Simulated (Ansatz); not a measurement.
# AsH3OZn + H2: a complex and its separated parts

The complex below is one end of an elementary step. How strongly is it bound against its free parts?

Computed with Ansatz 0.2.0, Gaussian basis. Level: PBE0-D4/def2-TZVP structures, single points in def2-TZVPP, no counterpoise correction.

Levels: SPW92, PBE-D4, BLYP-D4, r2SCAN-D4, B97M-V, PBE0-D4, B3LYP-D4, r2SCAN0-D4, BHLYP-D4, CAM-B3LYP-D4, wB97X-V, wB97M-V, B2PLYP, PBE-QIDH, RPA on PBE, Hartree-Fock, MP2, CCSD, CCSD(T).

Correlated methods freeze the cores. The 3s and 3p shells of Cu and Zn are frozen; filled d shells are correlated. B3LYP uses VWN-RPA correlation. B2PLYP carries no dispersion term here.

94 further runs of the same task are left out: 94 set aside as unsound or not needed.

### 1 Where the work starts

The complex: 8 atoms, charge 0, spin multiplicity 1.

Atoms are counted from 1 here; the program's logs count them from 0.

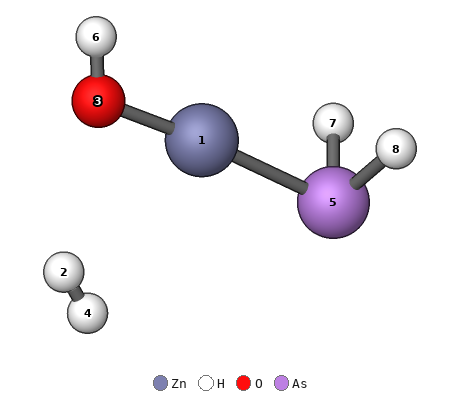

As it starts; zinc blue, hydrogen white, oxygen red, arsenic purple; atoms are numbered from 1 in the order of the file.

Geometry (Å):

```xyz
8
AsH5OZn
Zn   -0.3778    0.0636    0.1371
H     0.5973   -2.0401   -1.4143
O    -1.5762   -1.1505   -0.3993
H     1.3210   -1.8474   -1.4350
As    1.3175    1.5714    0.7693
H    -2.4851   -0.9985   -0.1358
H     0.4660    2.7468    0.3007
H     0.7373    1.6546    2.1775
```

Its parts: AsH3OZn holds atoms 1, 3, 5, 6, 7, 8; H2 holds atoms 2, 4. Each part counts its atoms afresh in its own runs.

### 2 Relaxing AsH3OZn alone

Input file relax-a/in.yaml:

```yaml
crystal:
  periodic: [false, false, false]
  atoms:
    - {symbol: Zn, position_ang: [-0.377761, 0.063630, 0.137116]}
    - {symbol: O, position_ang: [-1.576184, -1.150474, -0.399255]}
    - {symbol: As, position_ang: [1.317513, 1.571442, 0.769275]}
    - {symbol: H, position_ang: [-2.485132, -0.998549, -0.135767]}
    - {symbol: H, position_ang: [0.465987, 2.746843, 0.300744]}
    - {symbol: H, position_ang: [0.737339, 1.654626, 2.177465]}
basis:
  gaussian: {orbitals: def2-TZVP}
hamiltonian: {xc: pbe0, dispersion: d4}
relax: {f_tol: 0.005, max_steps: 200}
```

Run with:

```
ansatz run in.yaml --threads 8 --pin off --events-out ev --progress --plain --max-ram 19148MiB
```

The runs that follow: Relaxing H2 alone; SPW92/def2-TZVPP; PBE-D4/def2-TZVPP; BLYP-D4/def2-TZVPP; r2SCAN-D4/def2-TZVPP; B97M-V/def2-TZVPP; PBE0-D4/def2-TZVPP; B3LYP-D4/def2-TZVPP; r2SCAN0-D4/def2-TZVPP; BHLYP-D4/def2-TZVPP; CAM-B3LYP-D4/def2-TZVPP; wB97X-V/def2-TZVPP; wB97M-V/def2-TZVPP; B2PLYP/def2-TZVPP; PBE-QIDH/def2-TZVPP; RPA on PBE/def2-TZVPP; CCSD(T)/def2-TZVPP; Vibrations of AsH3OZn; Vibrations of H2.

Q: Predict the outcome of this session. Wanted: complex less parts, CCSD(T)/def2-TZVPP; with zero-point energy; largest T1 diagnostic.

As calculated:

| quantity | value |
| --- | --- |
| complex less parts, CCSD(T)/def2-TZVPP | -0.046 eV |
| with zero-point energy | +0.014 eV |
| largest T1 diagnostic | 0.015 |

In words: At CCSD(T) the complex lies 0.046 eV below its parts. Among the functionals B3LYP-D4 lands nearest to CCSD(T) (-0.002 eV) and SPW92 farthest (-0.070 eV). PBE-QIDH is as near within the digits shown. Mean unsigned error by rung: LDA 0.070, GGA 0.012, meta-GGA 0.011, hybrid 0.012, range-separated hybrid 0.011, double hybrid 0.011 eV. PBE-D4 gives a relative energy 0.014 eV too low, an error of 30 % of the reference. No counterpoise was applied, and triple zeta lacks some correlation, so the CCSD(T) reference has a basis error of its own, and close matches with it are partly luck.
